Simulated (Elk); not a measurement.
Band structure of IrW (P-6m2, 2 atoms in the cell).

```
IrW
1.0
    2.80608     0.00000     0.00000
   -1.40304     2.43014     0.00000
    0.00000     0.00000     4.48395
Ir W
1 1
Direct
  0.00000   0.00000   0.50000
  0.66667   0.33333   0.00000
```

Level of theory: LDA (PW92), all-electron FP-LAPW, Elk's shipped species files, default APW+lo basis run with Elk 10.2.4.

Settings: stype = 0; swidth = 0.00499791 Ha; ngridk = 11 11 6; rmtscf = 0.88; maxscl = 100.

The starting cell comes from a database of computed structures (which also holds hypothetical and non-ambient phases and stackings), without a prior relaxation at this level. Spin-orbit coupling is off. Spin polarisation is off. Values depend on the basis (sphere radii, cutoffs, local orbitals), which need not be converged.

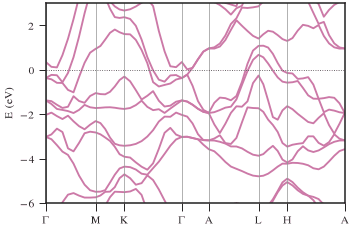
Figure: Bands along the path, energies from the Fermi level.

Levels in eV from the Fermi level, bands 26 to 33:
| point | 26 | 27 | 28 | 29 | 30 | 31 | 32 | 33 |
|---|---|---|---|---|---|---|---|---|
| Γ | -2.03 | -1.37 | -1.37 | -0.37 | -0.37 | 0.35 | 3.19 | 3.19 |
| M | -2.31 | -1.72 | -1.05 | 0.95 | 3.75 | 3.91 | 5.36 | 6.98 |
| K | -3.42 | -1.76 | -0.30 | 1.61 | 2.37 | 2.67 | 5.03 | 6.34 |
| A | -3.17 | -1.94 | -1.94 | -1.93 | 0.96 | 0.96 | 3.10 | 3.10 |
| L | -1.73 | -0.26 | 0.68 | 1.08 | 1.41 | 2.86 | 4.52 | 5.36 |
| H | -3.46 | -1.63 | -0.58 | -0.14 | 1.30 | 3.39 | 7.25 | 9.07 |

Bands cross the Fermi level along this path, so the cell is metallic at this level.
